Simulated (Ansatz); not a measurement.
The starting structures come from a database of crystals and need not be the phases stable at ambient conditions.

 Where the default PAW files enter, the runs use the earlier of Ansatz's two default sets.

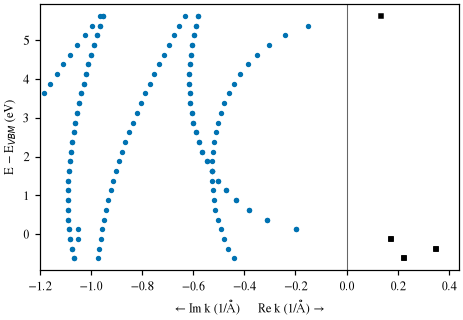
Fig. 1. Complex bands at the centre of the two-dimensional zone; PBEsol in Ansatz (a quantum-chemistry and plane-wave program)

The gap is the functional's own. No spin-orbit coupling. Mid-gap values are interpolated on the energy grid.

Problem. This is AlPO4 (P6_3mc, not sure to be the ambient phase, 12 atoms a cell, 17.4 Å³ an atom, 3 GPa at this level) along the normal of (001). Read off the slowest decay at the centre of the two-dimensional zone at 2.88 eV, the computed energy nearest the middle of the gap.

Solution. κ ≈ 0.50 1/Å, a decay length 1/(2κ) of the density of 0.99 Å.
